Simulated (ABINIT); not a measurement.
# MoS2 (P6_3/mmc): G0W0 with ABINIT, start to end, part 2 of 2

How does a plane-wave GW calculation on MoS2 (P6_3/mmc) run from the first input to the gap?

ABINIT 10.8.3; PBE and many-body steps on it, plane waves. Known limits of the many-body steps: not at the basis limit; no spin-orbit coupling; coarse k mesh.

So far. Step 2 (Ground state): The gap is indirect, with the least direct gap 0.77 eV higher. Step 3 (Empty states on the mesh, 3×3×1 mesh, 167 bands): On this mesh the gap is 1.052 eV. The earlier step found 0.889 eV, so this mesh misses an edge.

The database entry behind the starting cell differs from later determinations by our own check (about 0.3 % long), so it need not match the best structure at ambient conditions.

**4. Screening, 3×3×1 mesh, 153 bands, screening to 130.6 eV**

The RPA dielectric matrix is built and inverted for each q.

This step: RPA screening on PBE, plane waves, norm-conserving pseudopotentials.

run.abi

```
acell 3*1.0 Angstrom
rprim 
  3.169000000004 -0.000000000001 0.000000000000
  -1.584500000001 2.744434504597 0.000000000000
  0.000000000000 0.000000000000 12.324000000000
ntypat 2
znucl 42 16
natom 6
typat 1 1 2 2 2 2
xred 
  0.333333333333 0.666666666667 0.250000000000
  0.666666666667 0.333333333333 0.750000000000
  0.333333333333 0.666666666667 0.623000000000
  0.666666666667 0.333333333333 0.123000000000
  0.333333333333 0.666666666667 0.877000000000
  0.666666666667 0.333333333333 0.377000000000
pp_dirpath "pseudos"
pseudos "Mo.upf, S.upf"
ecut 36
ngkpt 3 3 1
nshiftk 1
shiftk 0 0 0
kptopt 1
chksymbreak 0
istwfk *1
occopt 1
irdwfk 1
optdriver 3
nband 153
ecuteps 4.8
inclvkb 2
awtr 1
symchi 1
indata_prefix "in"
outdata_prefix "out"
tmpdata_prefix "tmp"
```

Command:

```sh
> OMP_NUM_THREADS=1 mpirun -n 8 abinit run.abi > log
```

Numbers of over 12 decimals in the logs are rounded to 6 here.

The log of the run:

```text
.Version 10.8.3 of ABINIT. v10.8.2 released Aug 2026.

 Symmetries : space group P6_3/m m c (#194); Bravais hP (primitive hexag.)
[... echo of the input left out ...]
== DATASET  1 ==================================================================
-   mpi_nproc: 8, omp_nthreads: 1 (-1 if OMP is not activated)

--- !DatasetInfo
iteration_state: {dtset: 1, }
dimensions: {natom: 6, nkpt: 3, mband: 153, nsppol: 1, nspinor: 1, nspden: 1, mpw: 7476, }
cutoff_energies: {ecut:  36.0, pawecutdg:  -1.0, }
electrons: {nelect:   5.20000000E+01, charge:   0.00000000E+00, occopt:   1.00000000E+00, tsmear:   1.00000000E-02, }

 SCREENING: Calculation of the susceptibility and dielectric matrices

 Based on a program developped by R.W. Godby, V. Olevano, G. Onida, and L. Reining.
 Incorporated in ABINIT by V. Olevano, G.-M. Rignanese, and M. Torrent.
.Using double precision arithmetic ; gwpc =  8

[... cell and pseudopotentials left out ...]
--------------------------------------------------------------------------------

 ==== K-mesh for the wavefunctions ====
 Number of points in the irreducible wedge :     3
[... list of points left out ...]
 Together with 24 symmetry operations and time-reversal symmetry
 yields     9 points in the full Brillouin Zone.

 ==== Q-mesh for the screening function ====
 Number of points in the irreducible wedge :     3
[... list of points left out ...]
 Together with 24 symmetry operations and time-reversal symmetry
 yields     9 points in the full Brillouin Zone.

 setmesh: FFT mesh size selected  =    20x   20x   90
          total number of points  =        36000

 vcoul_init : cutoff-mode = AUXILIARY_FUNCTION
 q-points for optical limit:   1
     1)      0.000010    0.000020    0.000030

- screening: taking advantage of time-reversal symmetry
- Maximum band index for partially occupied states nbvw = 26
- Remaining bands to be divided among processors   nbcw = 127
- Number of bands treated by each node ~15

 Number of electrons calculated from density =   52.0000; Expected =   52.0000
 average of density, n =  0.071892
 r_s =    1.4919
 omega_plasma =   25.8640 [eV]

 calculating chi0 at frequencies [eV] :
  1    0.000000E+00    0.000000E+00
  2    0.000000E+00    2.586399E+01

--------------------------------------------------------------------------------
  q-point number  1        q = ( 0.000000, 0.000000, 0.000000) [r.l.u.]
--------------------------------------------------------------------------------
[... chi0 elements left out ...]
 For q-point:  0.000010 0.000020 0.000030
  dielectric constant =  17.3102
  dielectric constant without local fields =  19.5442

  Average fulfillment of the sum rule on Im[epsilon] for q-point    1 :     76.83  [%]
[... wings left out ...]
  q-point number  2        q = ( 0.333333, 0.000000, 0.000000) [r.l.u.]
--------------------------------------------------------------------------------
[... chi0 elements left out ...]
  Average fulfillment of the sum rule on Im[epsilon] for q-point    2 :     73.47  [%]

 [... 1 further q-points ...]
```

Wall time 38 s (8 MPI ranks of Intel Xeon 6975P-C (Granite Rapids), shared host); peak memory 1.7 GiB.

Numbers from this step:

* ε∞ with local fields, on this mesh, along the program's q direction: 17.31
* the same without local fields: 19.54
* plasma frequency: 25.86 eV
* plane waves in the screening matrix: 341

Local fields lower ε∞ by 11 %. On a Γ-centred mesh this coarse the value itself is usually too large, while a short band sum pulls it down.

**5. Self-energy, 3×3×1 mesh, 153 bands, screening to 130.6 eV**

The self-energy is evaluated for the states that the input lists, and the levels follow from it, in one-shot runs by the linearised quasiparticle equation.

This step: G0W0 on PBE, plane waves, norm-conserving pseudopotentials.

run.abi, as its differences from that of step 4:

```diff
@@ -27,8 +27,17 @@
 irdwfk 1
-optdriver 3
+optdriver 4
 nband 153
+gwcalctyp 0
+ecutsigx 36
+symsigma 1
+nkptgw 2
+kptgw 
+  0.0000000000 0.0000000000 0.0000000000
+  0.3333333333 0.3333333333 0.0000000000
+bdgw 
+  25 28
+  25 28
 ecuteps 4.8
-inclvkb 2
-awtr 1
-symchi 1
+irdscr 1
+ppmodel 1
 indata_prefix "in"
```

The log of the run:

```text
.Version 10.8.3 of ABINIT. v10.8.2 released Aug 2026.

 Symmetries : space group P6_3/m m c (#194); Bravais hP (primitive hexag.)
[... echo of the input left out ...]
== DATASET  1 ==================================================================
-   mpi_nproc: 8, omp_nthreads: 1 (-1 if OMP is not activated)

--- !DatasetInfo
iteration_state: {dtset: 1, }
dimensions: {natom: 6, nkpt: 3, mband: 153, nsppol: 1, nspinor: 1, nspden: 1, mpw: 7476, }
cutoff_energies: {ecut:  36.0, pawecutdg:  -1.0, }
electrons: {nelect:   5.20000000E+01, charge:   0.00000000E+00, occopt:   1.00000000E+00, tsmear:   1.00000000E-02, }

 SIGMA: Calculation of the GW corrections

 Based on a program developped by R.W. Godby, V. Olevano, G. Onida, and L. Reining.
 Incorporated in ABINIT by V. Olevano, G.-M. Rignanese, and M. Torrent.
.Using double precision arithmetic ; gwpc =  8

[... cell and pseudopotentials left out ...]
--------------------------------------------------------------------------------

 ==== K-mesh for the wavefunctions ====
 Number of points in the irreducible wedge :     3
[... list of points left out ...]
 Together with 24 symmetry operations and time-reversal symmetry
 yields     9 points in the full Brillouin Zone.

 ==== Q-mesh for screening function ====
 Number of points in the irreducible wedge :     3
[... list of points left out ...]
 Together with 24 symmetry operations and time-reversal symmetry
 yields     9 points in the full Brillouin Zone.

 vcoul_init : cutoff-mode = AUXILIARY_FUNCTION
 q-points for optical limit:   1
     1)      0.000010    0.000020    0.000030
 setmesh: FFT mesh size selected  =    32x   32x  128
          total number of points  =       131072

 Number of electrons calculated from density =   52.0000; Expected =   52.0000
 average of density, n =  0.071892
 r_s =    1.4919
 omega_plasma =   25.8640 [eV]

 === KS Band Gaps ===
  >>>> For spin  1
   Minimum direct gap =   1.6539 [eV], located at k-point      :   0.3333  0.3333  0.0000
   Fundamental gap    =   1.0518 [eV], Top of valence bands at :   0.0000  0.0000  0.0000
                                       Bottom of conduction at :   0.3333  0.3333  0.0000
 SIGMA fundamental parameters:
 PLASMON POLE MODEL  1
 number of plane-waves for SigmaX                 7437
 number of plane-waves for SigmaC and W            341
 number of plane-waves for wavefunctions          7437
 number of bands                                   153
 number of independent spin polarizations            1
 number of spinorial components                      1
 number of k-points in IBZ                           3
 number of q-points in IBZ                           3
 number of symmetry operations                      24
 number of k-points in BZ                            9
 number of q-points in BZ                            9
 number of frequencies for dSigma/dE                 9
 frequency step for dSigma/dE [eV]                0.25
 number of omega for Sigma on real axis              0
 max omega for Sigma on real axis  [eV]           0.00
 zcut for avoiding poles [eV]                     0.10

 EPSILON^-1 parameters (SCR file):
 dimension of the eps^-1 matrix on file            341
 dimension of the eps^-1 matrix used               341
 number of plane-waves for wavefunctions          7437
 number of bands                                   153
 number of q-points in IBZ                           3
 number of frequencies                               2
 number of real frequencies                          1
 number of imag frequencies                          1

 matrix elements of self-energy operator (all in [eV])

 Perturbative Calculation

--- !SelfEnergy_ee
iteration_state: {dtset: 1, }
kpoint     : [   0.000,    0.000,    0.000, ]
spin       : 1
KS_gap     :    2.100
QP_gap     :    2.552
Delta_QP_KS:    0.452
data: !SigmaeeData |
     Band     E0 <VxcDFT>   SigX SigC(E0)      Z dSigC/dE  Sig(E)    E-E0       E
       25   7.290 -15.395 -16.765   1.508   0.775  -0.290 -15.288   0.107   7.397
       26   8.434 -16.370 -17.413   1.285   0.772  -0.296 -16.183   0.187   8.621
       27  10.534 -15.683 -10.950  -3.910   0.776  -0.289 -15.044   0.639  11.173
       28  10.534 -15.683 -10.950  -3.910   0.776  -0.289 -15.044   0.639  11.173

--- !SelfEnergy_ee
iteration_state: {dtset: 1, }
kpoint     : [   0.333,    0.333,    0.000, ]
spin       : 1
KS_gap     :    1.654
QP_gap     :    2.297
Delta_QP_KS:    0.643
data: !SigmaeeData |
     Band     E0 <VxcDFT>   SigX SigC(E0)      Z dSigC/dE  Sig(E)    E-E0       E
       25   7.670 -16.196 -17.477   1.513   0.774  -0.292 -16.017   0.180   7.850
       26   7.832 -16.549 -17.783   1.506   0.773  -0.294 -16.339   0.210   8.043
       27   9.486 -17.601 -12.714  -3.779   0.770  -0.298 -16.748   0.854  10.340
       28   9.486 -17.601 -12.714  -3.779   0.770  -0.298 -16.748   0.854  10.340

== END DATASET(S) ==============================================================
================================================================================

 -outvars: echo values of variables after computation  --------
           etotal      0.0000000000E+00
            nband         153
             nkpt           3
          spgroup         194
 [... the other variables as echoed above ...]

 Calculation completed.
```

Run time: 11 s. Hardware: 8 MPI ranks; peak memory 1.5 GiB.

This step gave:

```yaml
g0w0_gap_on_the_points_computed: 1.719 eV
starting_gap_on_the_mesh: 1.052 eV
k_of_the_valence_top: 0, 0, 0
k_of_the_conduction_bottom: 0.3333, 0.3333, 0
z_at_the_valence_top: 0.772
z_at_the_conduction_bottom: 0.77
least_direct_g0w0_gap_on_the_computed_points: 2.297 eV
```

The gap on the mesh goes from 1.05 eV to 1.72 eV, a correction of +0.67 eV. The start differs from the 0.89 eV found before because the two sample other k points.

Limits: finite bands, cutoff and mesh; no spin-orbit coupling; coarse k mesh. v1 is the top filled band, c1 the lowest empty one. The levels before and after the correction (eV, zero at the valence-band top of each column):

```csv
,conduction bottom,valence top
Kohn-Sham,1.05,0.00
G0W0,1.72,0.00
```

```csv
,level,energy (eV)
Kohn-Sham,Γ v2,-1.145
Kohn-Sham,Γ v1,0.000
Kohn-Sham,Γ c1-c2,2.100
Kohn-Sham,(0.333 0.333 0) v2,-0.764
Kohn-Sham,(0.333 0.333 0) v1,-0.602
Kohn-Sham,(0.333 0.333 0) c1-c2,1.052
G0W0,Γ v2,-1.224
G0W0,Γ v1,0.000
G0W0,Γ c1-c2,2.552
G0W0,(0.333 0.333 0) v2,-0.771
G0W0,(0.333 0.333 0) v1,-0.578
G0W0,(0.333 0.333 0) c1-c2,1.719
```

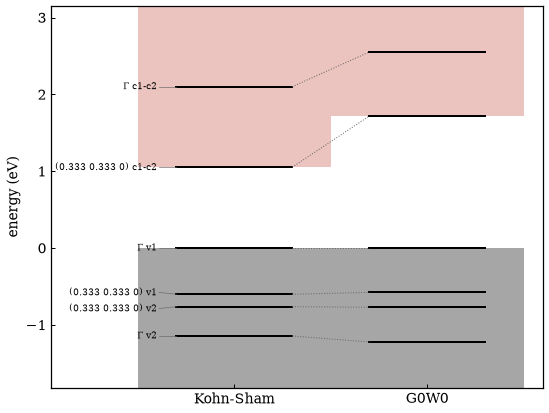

Levels before and after the correction. Shaded: valence and conduction bands.

**6. Where the time went**

Times are wall times on the hardware named with each run, good to a factor of about two.

```csv
step,time,share,memory (GiB)
ground state,51 s,29 %,0.87
empty states on the mesh,73 s,43 %,0.36
screening,38 s,22 %,1.7
self-energy,11 s,6 %,1.5
```

**7. Summary of results**

| Property | Result |
| --- | --- |
| PBE gap | 0.89 eV, indirect |
| G0W0 gap on the mesh | 1.72 eV |
| G0W0 gap over the zone (rigid shift) | 1.56 eV |
| GW settings | 3×3×1 mesh, 153 bands, screening to 130.6 eV, Godby-Needs plasmon pole |
| known limits | not at the basis limit; no spin-orbit coupling; coarse k mesh |

G0W0 moves the gap on the mesh from 1.05 eV to 1.72 eV (+0.67 eV), with Z of 0.77 and 0.77 at the edges. The mesh misses the band edges by 0.16 eV in all; a rigid shift gives 1.56 eV for the zone. Local fields lower the RPA ε∞ on this mesh from 19.54 to 17.31; a Γ-centred mesh this coarse tends to raise both, most where the direct gap is narrow, while a short band sum lowers them. Only 2 of the mesh's irreducible points were corrected, so a valley elsewhere could overtake. Bands and cutoff are finite, so the gap is not at the basis limit. The miss can reach some tenths of an eV and take either sign; the mesh is an error of its own. In the G0W0 run levels were corrected at 2 k points alone, so a gap called «on the mesh» is the least over those, and an edge elsewhere would be missed. A denser mesh or path gives a starting gap of 0.89 eV: the GW mesh misses a band edge, so its gaps are not the fundamental one. The 3×3×1 mesh is coarse for this cell, which bears on the long-range parts of exchange and screening. The many-body steps are scalar-relativistic: spin-orbit coupling is not in them.

[Paths, hosts, dates, memory and timing lines, banners, echoed tables and standing remarks are left out of the program output.]

[Logs are printed without paths, hosts, clocks, repeated set-up lines and the standing remarks that a program may print on its own settings, such as how far it seeks lower states.]

[Runs of the session that timed out or met a known fault of the program may be left out.]

[Hosts, paths, dates, database ids (printed as entryN), source tags and the programs' standing remarks are cut or masked in the printed files.]

[G0W0 gaps are taken among the corrected bands and points alone; a level outside them can change the order at an edge.]

[Where Ansatz stands beside ABINIT at settings called matched, ABINIT's density can come from a denser mesh and the files from another edition; pairs whose starting gaps differed by over 0.03 eV were left out, so agreement reads better than it is.]
